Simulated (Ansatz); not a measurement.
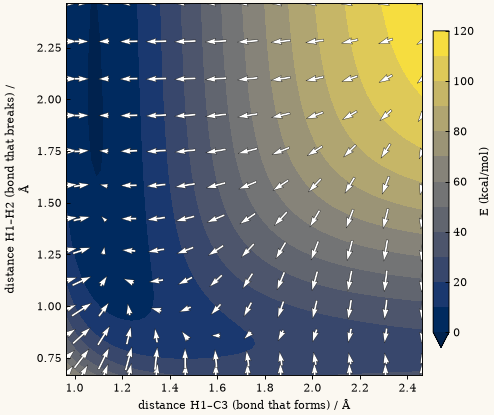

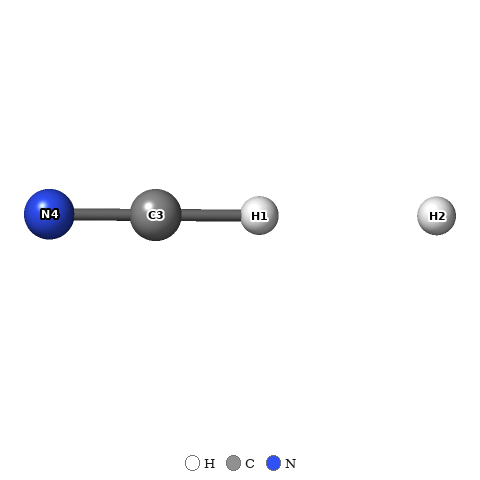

Energy landscape of the reacting system CH₂N (fragments H₂ + CN where the first distance is long, CHN + H where the second is long), spin multiplicity 2. First axis: distance H1–C3 (bond that forms). Second axis: distance H1–H2 (bond that breaks). Relaxed at each point: all other coordinates. The scan uses a 13 × 13 grid. Points are written as (first, second). Energies are in kcal/mol, from the lowest grid point. The calculation used UKS SPW92 (LDA)/def2-TZVP in Ansatz 0.2.0.

The picture shows filled contours, arrows along the force (downhill), their lengths compressed. Between grid points the surface is interpolated. The second picture is the structure at the lowest point.

**Describe this landscape.**

The lowest grid point is at (1.123 Å, 1.922 Å). The highest grid point, (2.463 Å, 2.466 Å), lies 118 kcal/mol above the lowest.

The values on the grid:

```
second ↓, first →  0.963  1.030  1.123  1.228  1.343  1.465  1.594  1.728  1.867  2.010  2.157  2.308  2.463
            2.466      7      1      1      7     18     32     47     62     77     90    101    111    118
            2.280      7      1      0      6     17     31     46     61     76     88    100    109    116
            2.099      7      1      0      6     17     30     45     60     74     86     97    106    112
            1.922      7      1      0      6     16     29     44     58     71     83     93    101    107
            1.750      8      1      0      5     15     28     42     55     68     78     87     94     99
            1.584      9      2      0      5     14     26     39     51     62     72     79     85     89
            1.423     11      4      1      5     13     24     35     46     55     63     69     73     76
            1.269     14      6      3      5     12     21     30     39     46     52     57     60     62
            1.122     20     10      5      6     11     17     24     31     36     41     44     47     49
            0.984     28     17     10      8     10     15     19     24     28     31     33     35     37
            0.858     39     27     18     13     13     15     17     20     22     24     26     27     28
            0.747     56     42     30     23     20     20     20     21     23     24     25     26     27
            0.666     76     60     46     37     32     29     29     29     29     30     30     31     32
```

The input of one point:

```yaml
crystal:
  periodic: [false, false, false]
  atoms:
    - { symbol: H, position_ang: [-0.357515, 0.083279, 0.038741] }
    - { symbol: H, position_ang: [-2.219495, 0.507306, 0.256266] }
    - { symbol: C, position_ang: [0.730336, -0.166327, -0.08538] }
    - { symbol: "N", position_ang: [1.84667, -0.424357, -0.209626] }
magnetization:
  spin_polarized: true
  initial_magnetization: 1
basis:
  gaussian: { orbitals: def2-TZVP }
hamiltonian:
  xc: lda
output:
  forces: true
relax:
  f_tol: 0.02
  max_steps: 50
  escape_saddle: false
  constraints: [{ distance: [0, 2] }, { distance: [0, 1] }]
```

Time for the 169 points that were run: 5.1 min on 1 thread of Arm Neoverse V2, with other jobs on the host.
